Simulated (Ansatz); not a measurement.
Cl2FH3Si2

```xyz
8

Si   -0.9047   -0.3962    0.7369
Si    0.8984    0.8029   -0.4928
F     0.1801   -0.8738   -0.7176
Cl    2.8989    0.3493   -0.3219
Cl    0.6833    1.5739   -2.3894
H    -0.2595   -0.3427    2.0682
H    -1.9612    0.6193    0.5231
H    -1.5355   -1.7327    0.5934
```

A transition-state structure; geometry: PBE0-D4/def2-TZVP.

These are results of RKS PBE0-D4/def2-TZVPP (Ansatz 0.2.0), not measurements.

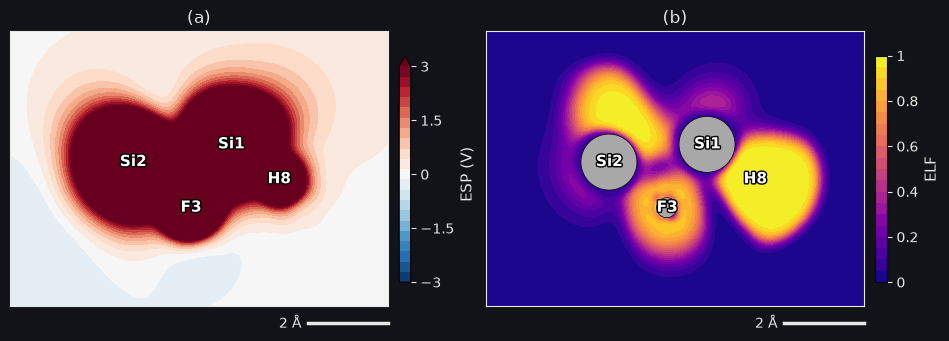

Figure 1. (a) electrostatic potential; (b) electron localisation function on the plane of atoms Si2, Si1 and H8. Grey discs cover the atomic cores in the ELF map.

Read the bonding off the picture.

The plane passes through Si, F and H nuclei.
Si–F (1.84 Å): the ELF peaks at about 0.85 in the valence shell of F, 0.6 Å from its nucleus, and is about 0.45 at the midpoint.
Si–Si (2.49 Å): the ELF peaks at about 0.75 between the atoms.
Si–H (1.48 Å): the ELF climbs to about 1 towards the hydrogen, as it does in any bond to H.
The ELF also peaks beside F3, away from the bonds: lone-pair regions.
Outside the dense part of the molecule the potential is most negative (−0.4 V) near Cl5, which lies off the plane.

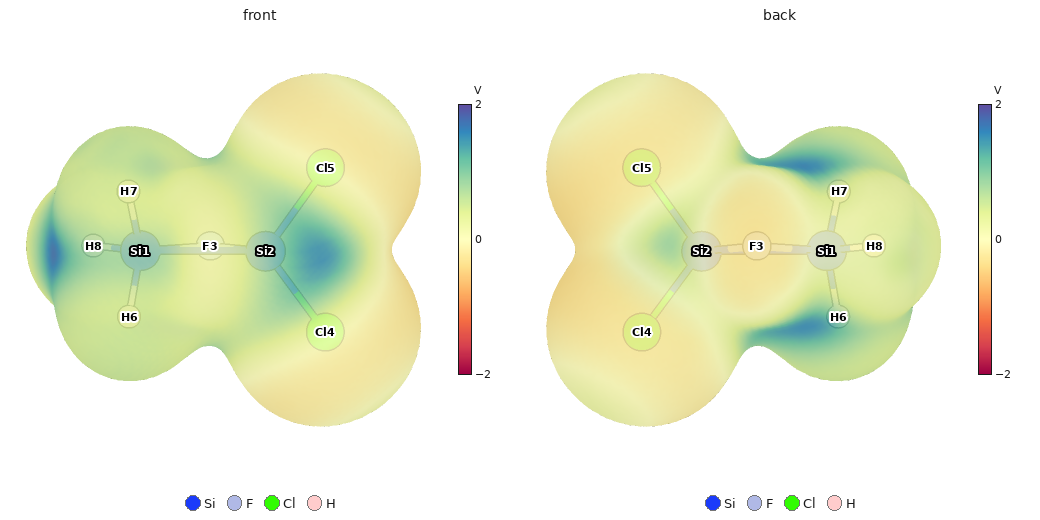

Figure 2. The electrostatic potential painted on the density surface at 0.002 e/bohr³, seen from the front and from behind; red is negative and blue positive.

Describe the electrostatic potential map.

The most negative region (about −0.4 V) lies over Cl4 and Cl5, the most positive (about +1.6 V) over Si1 and Si2. Cl4 shows a σ-hole: about +0.2 V at the tip opposite its bond, against about −0.2 V on its flanks. Cl5 shows a σ-hole: about +0.2 V at the tip opposite its bond, against about −0.2 V on its flanks.

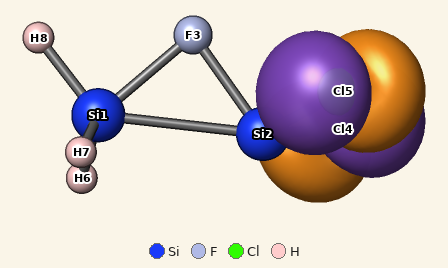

Figure 3. The HOMO−1 at ±0.15 Å⁻³ᐟ² (orange and purple are the two phases), seen from one side.

What is the character of this orbital?

Its weight (Hirshfeld) is mainly on Cl4 (about 45 %) and Cl5 (about 45 %); largely a combination of lone pairs on Cl4 and Cl5. Its energy is −9.26 eV.
